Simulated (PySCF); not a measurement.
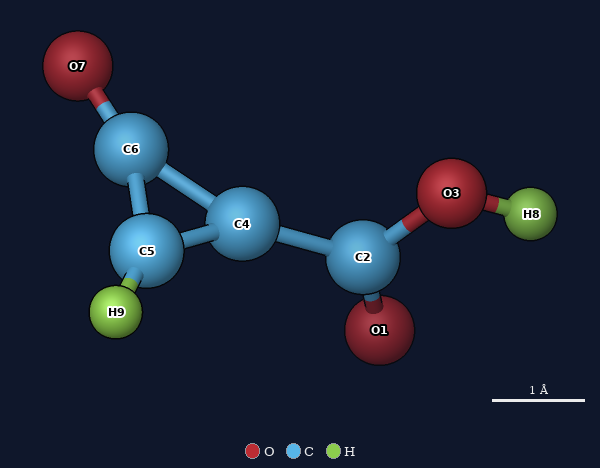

Figure 1. The input geometry of run A (ball-and-stick view, seen at a tilt; atoms are numbered from 1 in the order of the input).

# What a change does: NMR shielding calculation on C4H2O3

System: C4H2O3, SMILES O=C(O)c1cc1=O.
Method of run A: GIAO PBE0/pcSseg-1 NMR shielding, non-relativistic, IEF-PCM chloroform (PySCF 2.14.0).

The geometry comes from this level: GFN2-xTB. Text and figures count atoms from 1; the logs count them from 0 in places.

### Input file, run A
```
{"job": {"xc": "PBE0", "basis": "pcSseg-1", "solvent": "chloroform", "kind": "nmr", "pop": false}, "charge": 0, "multiplicity": 1}
O      1.579199    -0.926803    -1.096085
C      1.121370    -0.254429    -0.212035
O      1.853211     0.427060     0.674753
C     -0.306310    -0.041887    -0.015601
C     -1.480099    -0.504540     0.473836
C     -1.546682     0.688629    -0.281241
O     -2.085179     1.613131    -0.785784
H      2.799508     0.307320     0.492814
H     -1.921627    -1.284415     1.052264
```

The first line tells a small driver script what to run in PySCF; the rest is the geometry in Å.

Launched with:
```bash
OMP_NUM_THREADS=1 python <driver script> task.json out
```

Hardware: 1 CPU thread, shared host.

### Output (run A)
```
coarse grid: 8848 points
cycle   1  E = -378.4668584292  dE =  1.697e+00  |g| = 1.138e+00  |ddm| = 3.046e+00
cycle   2  E = -377.7134532633  dE =  7.534e-01  |g| = 2.289e+00  |ddm| = 3.164e+00
cycle   3  E = -378.6923244676  dE = -9.789e-01  |g| = 2.790e-01  |ddm| = 2.331e+00
cycle   4  E = -378.7054195848  dE = -1.310e-02  |g| = 1.125e-01  |ddm| = 2.496e-01
cycle   5  E = -378.7073943102  dE = -1.975e-03  |g| = 3.174e-02  |ddm| = 7.375e-02
cycle   6  E = -378.7075790459  dE = -1.847e-04  |g| = 1.280e-02  |ddm| = 3.071e-02
cycle   7  E = -378.7076076760  dE = -2.863e-05  |g| = 2.663e-03  |ddm| = 1.120e-02
cycle   8  E = -378.7076089855  dE = -1.310e-06  |g| = 7.137e-04  |ddm| = 2.984e-03
final grid: 89200 points
cycle   9  E = -378.7799358143  dE =  1.324e-07  |g| = 1.365e-02  |ddm| = 2.579e-02
cycle  10  E = -378.7798527449  dE =  8.307e-05  |g| = 2.527e-02  |ddm| = 3.075e-02
cycle  11  E = -378.7799685090  dE = -1.158e-04  |g| = 2.059e-03  |ddm| = 2.138e-02
cycle  12  E = -378.7799692639  dE = -7.549e-07  |g| = 2.195e-04  |ddm| = 1.451e-03
cycle  13  E = -378.7799692680  dE = -4.060e-09  |g| = 1.615e-04  |ddm| = 2.837e-04
cycle  14  E = -378.7799692725  dE = -4.545e-09  |g| = 3.406e-05  |ddm| = 1.417e-04
cycle  15  E = -378.7799692727  dE = -2.270e-10  |g| = 6.587e-06  |ddm| = 2.865e-05
converged SCF energy = -378.7799692727

GIAO shielding tensors (ppm)
atom      isotropic    diamagn.    paramagn.     s11        s22        s33       span
  0 O     -103.298     401.810    -505.109   -363.899   -215.528    269.533    633.432
  1 C       18.303     245.671    -227.368    -84.371     57.781     81.499    165.870
  2 O      118.556     392.285    -273.729    -42.448    170.567    227.549    269.997
  3 C        6.916     253.384    -246.468   -101.688    -57.841    180.275    281.963
  4 C       34.559     253.035    -218.476    -73.461     -8.355    185.492    258.953
  5 C       38.141     248.057    -209.916    -80.226     75.385    119.265    199.491
  6 O       42.025     397.419    -355.394   -166.967   -130.942    423.984    590.951
  7 H       24.161      28.734      -4.573     18.608     21.340     32.536     13.928
  8 H       23.100      30.509      -7.409     22.257     23.101     23.941      1.684
```

The input of run B differs as follows (lines with − go, lines with + come):
```diff
-"pop": false
+"pop": true
-O      1.579199    -0.926803    -1.096085
-C      1.121370    -0.254429    -0.212035
-O      1.853211     0.427060     0.674753
-C     -0.306310    -0.041887    -0.015601
-C     -1.480099    -0.504540     0.473836
-C     -1.546682     0.688629    -0.281241
-O     -2.085179     1.613131    -0.785784
-H      2.799508     0.307320     0.492814
-H     -1.921627    -1.284415     1.052264
+O      1.380819    -1.582619     0.415718
+C      1.757795    -0.642659    -0.203179
+O      1.011282     0.435273    -0.548011
+C     -0.271193     0.474874    -0.171724
+C     -1.252320    -0.185252     0.487083
+C     -1.574854     1.081823    -0.093894
+O     -2.308584     1.979065    -0.348989
+H      2.772398    -0.489280    -0.599494
+H     -1.501781    -1.065233     1.037312
```

What does this change do to the results?

With the same method and basis, run B lies 12.2 kcal/mol higher. The dipole moment goes from 4.51 to 4.26 D. Of all shieldings, the largest change is that of O3, by −43.3 ppm. The number of SCF iterations is the same.

### Output (run B)
```
coarse grid: 8848 points
cycle   1  E = -378.4654817348  dE =  1.727e+00  |g| = 1.084e+00  |ddm| = 3.035e+00
cycle   2  E = -377.7894797240  dE =  6.760e-01  |g| = 2.166e+00  |ddm| = 3.181e+00
cycle   3  E = -378.6791289956  dE = -8.896e-01  |g| = 2.085e-01  |ddm| = 2.354e+00
cycle   4  E = -378.6853713179  dE = -6.242e-03  |g| = 1.093e-01  |ddm| = 2.125e-01
cycle   5  E = -378.6872965293  dE = -1.925e-03  |g| = 2.449e-02  |ddm| = 7.535e-02
cycle   6  E = -378.6874074241  dE = -1.109e-04  |g| = 1.040e-02  |ddm| = 2.376e-02
cycle   7  E = -378.6874288112  dE = -2.139e-05  |g| = 2.678e-03  |ddm| = 9.088e-03
cycle   8  E = -378.6874300218  dE = -1.211e-06  |g| = 8.084e-04  |ddm| = 3.541e-03
final grid: 89200 points
cycle   9  E = -378.7604249943  dE =  2.570e-06  |g| = 1.504e-02  |ddm| = 2.153e-02
cycle  10  E = -378.7603408423  dE =  8.415e-05  |g| = 2.635e-02  |ddm| = 3.018e-02
cycle  11  E = -378.7604639629  dE = -1.231e-04  |g| = 1.843e-03  |ddm| = 2.109e-02
cycle  12  E = -378.7604645424  dE = -5.795e-07  |g| = 2.082e-04  |ddm| = 1.653e-03
cycle  13  E = -378.7604645478  dE = -5.346e-09  |g| = 1.247e-04  |ddm| = 2.587e-04
cycle  14  E = -378.7604645511  dE = -3.362e-09  |g| = 3.234e-05  |ddm| = 1.153e-04
cycle  15  E = -378.7604645513  dE = -1.997e-10  |g| = 1.149e-05  |ddm| = 2.777e-05
converged SCF energy = -378.7604645513

GIAO shielding tensors (ppm)
atom      isotropic    diamagn.    paramagn.     s11        s22        s33       span
  0 O     -123.260     401.689    -524.949   -418.490   -247.384    296.093    714.583
  1 C       22.284     244.908    -222.625    -90.532     68.971     88.412    178.944
  2 O       75.246     397.806    -322.560   -129.075     95.354    259.458    388.533
  3 C       21.797     248.283    -226.487    -64.269    -11.863    141.522    205.791
  4 C       49.153     256.461    -207.308    -74.355     56.568    165.247    239.601
  5 C       45.373     252.912    -207.538    -83.403    100.540    118.983    202.387
  6 O       61.521     397.068    -335.547   -124.908   -106.769    416.240    541.149
  7 H       23.278      25.602      -2.325     18.817     23.435     27.581      8.764
  8 H       24.390      31.324      -6.934     22.953     23.612     26.607      3.655
```

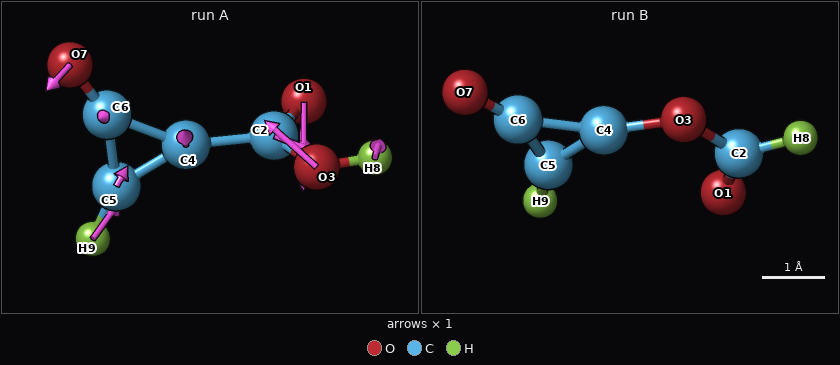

Figure 2. The two input geometries at one scale (ball-and-stick view, seen at a tilt). The pink arrows on the first give the shifts of the atoms after the best rigid fit, at true length. O1 moves most after the best rigid fit: 1.49 Å. By element the largest moves are O 1.49 Å, H 0.89 Å, C 0.79 Å. Among the contacts that change: O3–H8 0.971 → 1.990 Å, O3–C4 2.315 → 1.337 Å, C2–C4 1.457 → 2.317 Å, C2–H8 1.905 → 1.100 Å.

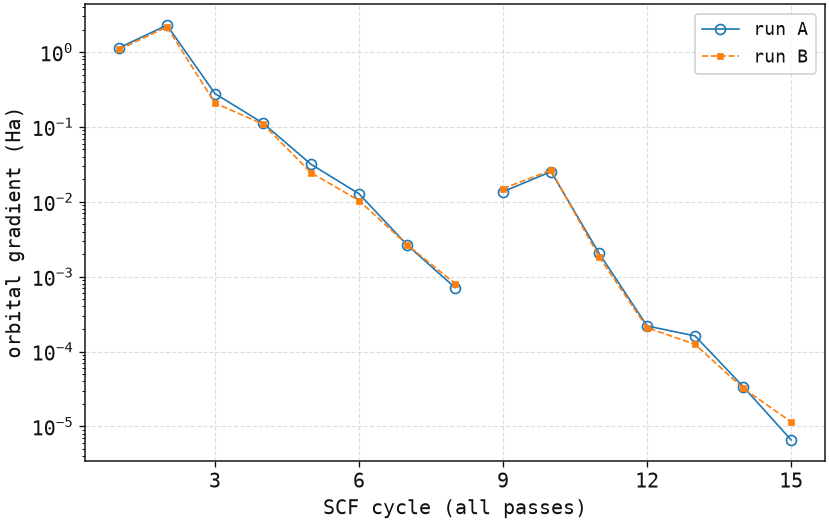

Figure 3. Convergence of the two runs: orbital gradient against the SCF cycle. A break in a curve parts two SCF passes (coarse and final grid). Run A takes 15 cycles in all, and run B takes 15.

### The two runs side by side

| quantity | run A | run B |
| --- | --- | --- |
| outcome | converged | converged |
| total energy (hartree) | −378.779969 | −378.760465 |
| HOMO (eV) | −7.46 | −7.51 |
| LUMO (eV) | −1.40 | −1.40 |
| dipole moment (D) | 4.51 | 4.26 |
| shielding of O1 (ppm) | −103.3 | −123.3 |
| shielding of C2 (ppm) | 18.3 | 22.3 |
| shielding of O3 (ppm) | 118.6 | 75.2 |
| shielding of C4 (ppm) | 6.9 | 21.8 |
| shielding of C5 (ppm) | 34.6 | 49.2 |
| shielding of C6 (ppm) | 38.1 | 45.4 |
| shielding of O7 (ppm) | 42.0 | 61.5 |
| SCF iterations | 15 | 15 |
| basis functions | 129 | 129 |
| wall time (shared host) | 6.4 s | 7.1 s |
